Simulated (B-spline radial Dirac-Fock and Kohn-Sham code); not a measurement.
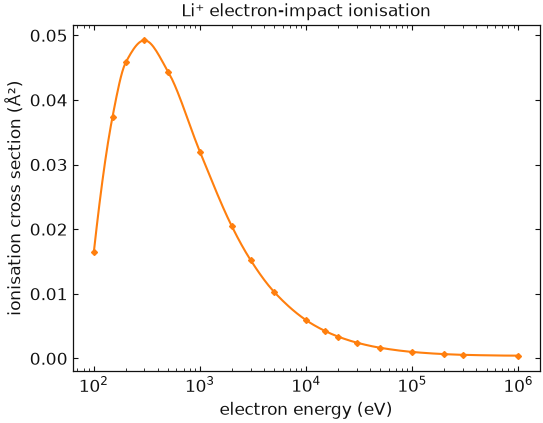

Electron-impact ionisation cross section, summed over subshells, against electron energy. It refers to the ion Li⁺ in the configuration [He]. The calculation used the relativistic binary-encounter-Bethe model (direct ionisation alone), good to a few tens of per cent (a radial B-spline solver).

> How does the peak position compare with the threshold?

It lies at about 3.9 times the lowest binding energy, 76.0 eV.

> Where is the maximum, and how high?

Near 300 eV on this grid, 0.049 Å².
